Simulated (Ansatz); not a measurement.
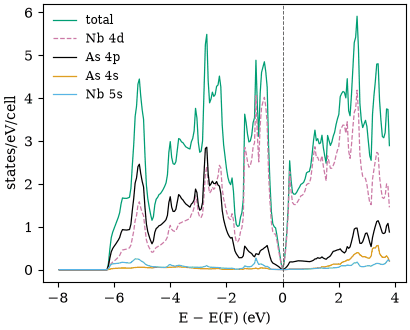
Total and projected density of states of NbAs in space group I4_1md (No. 109; Nb on 4a, As on 4a), PBE (plane waves, PAW; program Ansatz)

Task: Which orbitals carry the states next to the Fermi level?

Result: Within 0.5 eV of the Fermi level: Nb 4d 85 %, As 4p 11 %. Projections are on Löwdin-orthogonalised atomic valence shells; empty p or d shells of many metals are not among them.

Task: Where is the tallest occupied peak in this window, and what makes it?

Result: Near -2.7 eV, about 5.5 states/eV per cell; the largest projected share is As 4p.

Symmetry was held in the PBE relaxation. No spin polarisation was allowed. A small band overlap can be real or an error of a semilocal functional. Scalar-relativistic: spin–orbit coupling is off unless named, which matters more the heavier the elements.

Potentials: the earlier of the program's two PAW sets.
